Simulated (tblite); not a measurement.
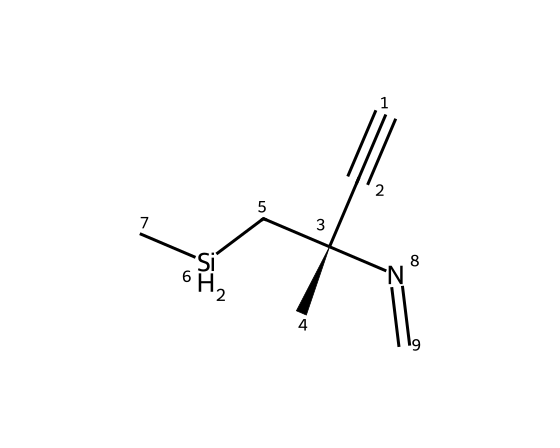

A structural formula, with wedges where it has stereocentres; small numbers name the atoms. The configuration is that of a computed structure (GFN2-xTB).

What are the Cahn–Ingold–Prelog descriptors?

C3: S.

Write the isomeric SMILES.

C#C[C@@](C)(C[SiH2]C)N=C
